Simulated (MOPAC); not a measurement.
**Run report: CH3F2N, excited-state calculation**

CH3F2N, computed with PM7-, closed shell, COSMO solvent acetone (MOPAC 23.2.5).

The geometry comes from this level: GFN2-xTB.

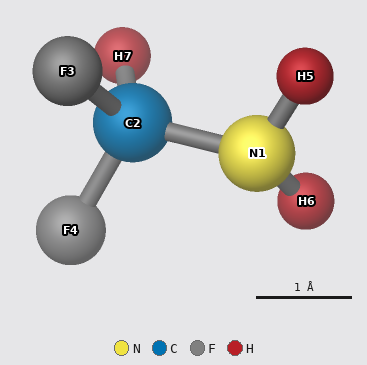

*The structure as given in the input (ball-and-stick view, seen at a tilt; atoms are numbered from 1 in the order of the input).*

Bond lengths as drawn: C–F 1.35 Å, C–H 1.12 Å, C–N 1.41 Å and H–N 1.01 Å.

**Input (run.mop)**
```
PM7- CISD ROOT=3 MECI SINGLET N**2=1.846 C.I.=(6,5) EPS=20.5 1SCF THREADS=1 AUX(PRECISION=6)
CH3F2N

N     0.000000  0    0.000000  0    0.000000  0   0   0   0
C     1.413244  1    0.000000  0    0.000000  0   1   0   0
F     1.351766  1  109.314890  1    0.000000  0   2   1   0
F     1.351682  1  106.911450  1  118.258290  1   2   3   1
H     1.009797  1  112.092160  1 -176.958820  1   1   2   4
H     1.009635  1  111.456430  1  126.506570  1   1   5   2
H     1.115000  1  106.495720  1 -113.493620  1   2   4   3
```

Run on 1 thread of Arm Neoverse N1, 54 GiB of memory available, shared host.

Run as:
```bash
mopac run.mop
```

**The program's output**
```
MOPAC v23.2.5
PM7- CALCULATION RESULTS

 *  PM7        - The PM7 Hamiltonian to be used
 *  CISD       - C.I. USES 1 AND 2 ELECTRON EXCITATIONS
 *  SINGLET    - SPIN STATE DEFINED AS A SINGLET
 *  C.I.=(N,M) - 5 DOUBLY FILLED LEVELS USED IN A C.I. INVOLVING 6 M.O.'S
 *  ROOT       - IN A C.I. CALCULATION, ROOT "3" TO BE OPTIMIZED.
 *  EPS=20.5   - USE COSMO IMPLICIT SOLVATION MODEL
 *  N**2=1.846 - USED IN COSMO-CI
 *  1SCF       - DO 1 SCF AND THEN STOP
 *  THREADS=1  - MULTI-THREADING NOT USED
 *  AUX        - OUTPUT AUXILIARY INFORMATION
 *  MECI       - M.E.C.I. WORKING TO BE PRINTED
PM7- CISD ROOT=3 MECI SINGLET N**2=1.846 C.I.=(6,5) EPS=20.5 1SCF THREADS=1 AUX(PRECISION=6)
 CH3F2N

  ATOM    CHEMICAL      BOND LENGTH      BOND ANGLE     TWIST ANGLE
 NUMBER    SYMBOL       (ANGSTROMS)      (DEGREES)       (DEGREES)
   (I)                     NA:I           NB:NA:I       NC:NB:NA:I       NA    NB    NC
     1       N          0.00000000       0.0000000       0.0000000        0     0     0
     2       C          1.41324400  *    0.0000000       0.0000000        1     0     0
     3       F          1.35176600  *  109.3148900  *    0.0000000        2     1     0
     4       F          1.35168200  *  106.9114500  *  118.2582900  *     2     3     1
     5       H          1.00979700  *  112.0921600  * -176.9588200  *     1     2     4
     6       H          1.00963500  *  111.4564300  *  126.5065700  *     1     5     2
     7       H          1.11500000  *  106.4957200  * -113.4936200  *     2     4     3

          CARTESIAN COORDINATES

    NO.       ATOM           X           Y           Z

     1         N          0.0000      0.0000      0.0000
     2         C          1.4132      0.0000      0.0000
     3         F          1.8604      1.2757      0.0000
     4         F          1.8610     -0.5736     -1.1391
     5         H         -0.3798      0.4645      0.8122
     6         H         -0.3791     -0.9299     -0.1046
     7         H          1.9331     -0.5167      0.8402

           Empirical Formula: C H3 N F2  =     7 atoms

      MOLECULAR POINT GROUP   :   Cs

 SINGLET STATE CALCULATION

      RHF CALCULATION, NO. OF DOUBLY OCCUPIED LEVELS = 13

 -------------------------------------------------------------------------------
 PM7- CISD ROOT=3 MECI SINGLET N**2=1.846 C.I.=(6,5) EPS=20.5 1SCF THREADS=1 AUX(PRECISION=6)
 CH3F2N

     1SCF WAS SPECIFIED, SO BFGS WAS NOT USED
     SCF FIELD WAS ACHIEVED

                              PM7- CALCULATION

          FINAL HEAT OF FORMATION =         89.92910 KCAL/MOL =     376.26336 KJ/MOL
          VAN DER WAALS AREA      =         86.14 SQUARE ANGSTROMS

          DIELECTRIC ENERGY       =         -0.45330 EV
          COSMO AREA              =         86.14 SQUARE ANGSTROMS
          COSMO VOLUME            =         67.98 CUBIC ANGSTROMS

          IONIZATION POTENTIAL    =         10.573734 EV          STATE:   3 SINGLET A'
          HOMO LUMO ENERGIES (EV) =        -10.574  2.149
          NO. OF FILLED LEVELS    =         13
          MOLECULAR WEIGHT        =         67.0382         POINT GROUP:  Cs

          MOLECULAR DIMENSIONS (Angstroms)

            Atom       Atom       Distance
            H     5    F     4     3.14744
            H     6    F     3     3.04094
            N     1    H     7     1.73382

          SCF CALCULATIONS        =          2

          WALL-CLOCK TIME         =      0.016 SECONDS
          COMPUTATION TIME        =      0.016 SECONDS

  ATOM    CHEMICAL      BOND LENGTH      BOND ANGLE     TWIST ANGLE
 NUMBER    SYMBOL       (ANGSTROMS)      (DEGREES)       (DEGREES)
   (I)                     NA:I           NB:NA:I       NC:NB:NA:I       NA    NB    NC
     1       N          0.00000000       0.0000000       0.0000000        0     0     0
     2       C          1.41324400  *    0.0000000       0.0000000        1     0     0
     3       F          1.35176600  *  109.3148900  *    0.0000000        2     1     0
     4       F          1.35168200  *  106.9114500  *  118.2582900  *     2     3     1
     5       H          1.00979700  *  112.0921600  * -176.9588200  *     1     2     4
     6       H          1.00963500  *  111.4564300  *  126.5065700  *     1     5     2
     7       H          1.11500000  *  106.4957200  * -113.4936200  *     2     4     3

                             CARTESIAN COORDINATES

   1    N        0.000000000     0.000000000     0.000000000
   2    C        1.413244000     0.000000000     0.000000000
   3    F        1.860353657     1.275681886     0.000000000
   4    F        1.861004529    -0.573580449    -1.139105002
   5    H       -0.379782106     0.464545203     0.812190425
   6    H       -0.379076983    -0.929909630    -0.104554078
   7    H        1.933123920    -0.516707990     0.840215878

           Empirical Formula: C H3 N F2  =     7 atoms

      MOLECULAR POINT GROUP   :   Cs

                  EIGENVALUES
 -41.33199 -41.04246 -36.69595 -23.89129 -19.00924 -18.84485 -17.98820 -16.51202
 -16.09188 -15.35417 -15.10923 -14.53461 -10.57373   2.14877   2.39827   2.82935
   4.38427   5.66742   6.59074

              NET ATOMIC CHARGES AND DIPOLE CONTRIBUTIONS

  ATOM NO.   TYPE          CHARGE      No. of ELECS.   s-Pop       p-Pop
    1          N          -0.581876        5.5819     1.64544     3.93644
    2          C           0.100606        3.8994     1.41011     2.48928
    3          F          -0.160989        7.1610     1.97395     5.18704
    4          F          -0.163413        7.1634     1.97425     5.18917
    5          H           0.280107        0.7199     0.71989
    6          H           0.282878        0.7171     0.71712
    7          H           0.242688        0.7573     0.75731
 DIPOLE           X         Y         Z       TOTAL
 POINT-CHG.    -0.989    -1.777     2.824     3.480
 HYBRID        -0.139    -0.666     1.083     1.278
 SUM           -1.128    -2.443     3.907     4.744

          ATOMIC ORBITAL ELECTRON POPULATIONS

     Atom    s        px        py        pz
    1  N   1.64544   1.17749   1.32199   1.43695
    2  C   1.41011   0.82325   0.76551   0.90052
    3  F   1.97395   1.90446   1.48103   1.80155
    4  F   1.97425   1.90726   1.81765   1.46426
    5  H   0.71989
    6  H   0.71712
    7  H   0.75731

          MULTI-ELECTRON CONFIGURATION INTERACTION CALCULATION

          COMPONENT OF SPIN  =  0.0

           NO OF CONFIGURATIONS CONSIDERED = 36

 CONFIGURATIONS CONSIDERED IN C.I.
 M.O. NUMBER :         9  10  11  12  13  14
          ENERGY

              1        1   1   1   1   1   0
          0.0000       1   1   1   1   1   0

              2        1   1   1   1   1   0
          5.6714       1   1   1   1   0   1

              3        1   1   1   1   1   0
          8.4477       1   1   1   0   1   1

              4        1   1   1   1   1   0
          9.0178       1   1   0   1   1   1

              5        1   1   1   1   1   0
          9.7226       1   0   1   1   1   1

              6        1   1   1   1   1   0
         10.1455       0   1   1   1   1   1

              7        1   1   1   1   0   1
          5.6714       1   1   1   1   1   0

              8        1   1   1   1   0   1
         16.4695       1   1   1   1   0   1

              9        1   1   1   1   0   1
         15.0328       1   1   1   0   1   1

             10        1   1   1   1   0   1
         15.3785       1   1   0   1   1   1

             11        1   1   1   1   0   1
         16.3442       1   0   1   1   1   1

             12        1   1   1   1   0   1
         16.6057       0   1   1   1   1   1

             13        1   1   1   0   1   1
          8.4477       1   1   1   1   1   0

             14        1   1   1   0   1   1
         15.0328       1   1   1   1   0   1

             15        1   1   1   0   1   1
         17.1466       1   1   1   0   1   1

             16        1   1   1   0   1   1
         18.0077       1   1   0   1   1   1

             17        1   1   1   0   1   1
         18.8897       1   0   1   1   1   1

             18        1   1   1   0   1   1
         19.1365       0   1   1   1   1   1

             19        1   1   0   1   1   1
          9.0178       1   1   1   1   1   0

             20        1   1   0   1   1   1
         15.3785       1   1   1   1   0   1

             21        1   1   0   1   1   1
         18.0077       1   1   1   0   1   1

             22        1   1   0   1   1   1
         18.1640       1   1   0   1   1   1

             23        1   1   0   1   1   1
         19.7353       1   0   1   1   1   1

             24        1   1   0   1   1   1
         19.5113       0   1   1   1   1   1

             25        1   0   1   1   1   1
          9.7226       1   1   1   1   1   0

             26        1   0   1   1   1   1
         16.3442       1   1   1   1   0   1

             27        1   0   1   1   1   1
         18.8897       1   1   1   0   1   1

             28        1   0   1   1   1   1
         19.7353       1   1   0   1   1   1

             29        1   0   1   1   1   1
         20.0963       1   0   1   1   1   1

             30        1   0   1   1   1   1
         20.9725       0   1   1   1   1   1

             31        0   1   1   1   1   1
         10.1455       1   1   1   1   1   0

             32        0   1   1   1   1   1
         16.6057       1   1   1   1   0   1

             33        0   1   1   1   1   1
         19.1365       1   1   1   0   1   1

             34        0   1   1   1   1   1
         19.5113       1   1   0   1   1   1

             35        0   1   1   1   1   1
         20.9725       1   0   1   1   1   1

             36        0   1   1   1   1   1
         20.5391       0   1   1   1   1   1

  STATE       ENERGY (EV)        Q.N.  SPIN   SYMMETRY              POLARIZATION
         ABSOLUTE     RELATIVE                                X           Y           Z

    1    -0.004581    0.000000     1   SINGLET     A'        0.0119      0.0006      0.0026
    2     5.308656    5.313237     1   TRIPLET     A'
    3     5.605922    5.610503     2   SINGLET     A'        0.2816      0.0020      0.0053
    4+    8.399927    8.404508     3+  SINGLET     A'
    5     8.492252    8.496833     2   TRIPLET     A'
    6     8.959663    8.964244     4   SINGLET     A'        0.0357      0.0002      0.0001
    7     9.008095    9.012676     3   TRIPLET     A'
    8     9.241364    9.245945     1   SINGLET     A"        0.0000      0.0153      0.0058
    9     9.340327    9.344908     1   TRIPLET     A"
   10    10.351610   10.356191     2   TRIPLET     A"
   11    10.376948   10.381529     2   SINGLET     A"        0.0003      0.0039      0.0017
   12    12.951020   12.955601     5   SINGLET     A'        0.0068      0.0001      0.0003
   13    13.850652   13.855233     4   TRIPLET     A'
   14    14.741512   14.746093     3   SINGLET     A"        0.0000      0.0005      0.0002
   16    15.242861   15.247442     5   TRIPLET     A'
   17    15.463674   15.468255     6   SINGLET     A'        0.0029      0.0000      0.0000
   18    16.562146   16.566727     7   SINGLET     A'        0.0004      0.0009      0.0030
   19    17.354044   17.358626     4   TRIPLET     A"
   20    17.546722   17.551303     4   SINGLET     A"        0.0001      0.0131      0.0062
   21    17.942304   17.946886     8   SINGLET     A'        0.0230      0.0068      0.0092
   22    18.071410   18.075992     1   SINGLET     ????      0.0004      0.0066      0.0000
   23    18.155301   18.159882     1   TRIPLET     ????
   24    18.113929   18.118510     2   SINGLET     ????      0.0004      0.0323      0.0194
   25    18.641008   18.645590     5   TRIPLET     A"
   26    18.909103   18.913684     5   SINGLET     A"        0.0000      0.0158      0.0068
   27    19.236317   19.240898     6   TRIPLET     A"
   28    19.155983   19.160564     9   SINGLET     A'        0.0026      0.0007      0.0000
   29    18.896572   18.901153    10   SINGLET     A'        0.0202      0.0002      0.0007
   30    19.695996   19.700577     7   TRIPLET     A"
   31    19.901126   19.905707     6   SINGLET     A"        0.0000      0.0401      0.0167
   32    20.248881   20.253462     8   TRIPLET     A"
   33    20.241779   20.246360    11   SINGLET     A'        0.0003      0.0006      0.0001
   34    20.532237   20.536818     7   SINGLET     A"        0.0000      0.0033      0.0014
   35    20.839022   20.843603     6   TRIPLET     A'
   36    22.362625   22.367206    12   SINGLET     A'        0.0006      0.0001      0.0001
           The "+" symbol indicates the root used.

 *                    *
 * JOB ENDED NORMALLY *
 *                    *

 TOTAL JOB TIME:             0.02 SECONDS

 == MOPAC DONE ==
```

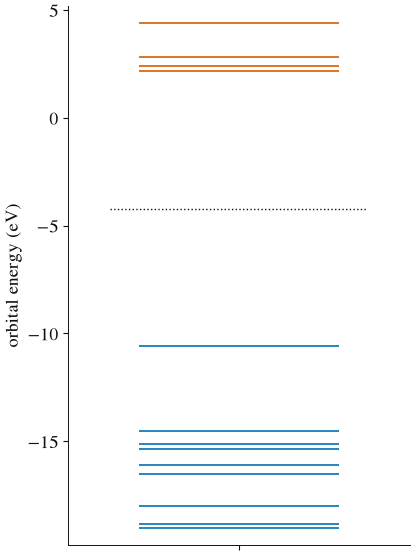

*Orbital energies near the frontier; the dotted line parts filled from empty levels, and levels within 0.02 eV of each other stand side by side.*

Highest filled −10.57 eV, lowest empty 2.15 eV, 12.72 eV apart.

**Key numbers**

```tsv
quantity	value
outcome	converged
heat of formation	89.93 kcal/mol
basis functions	19
HOMO	−10.57 eV
LUMO	2.15 eV
dipole moment	4.74 D
peak memory	0.12 GiB
```

MOPAC's energies along a path are heats of formation.
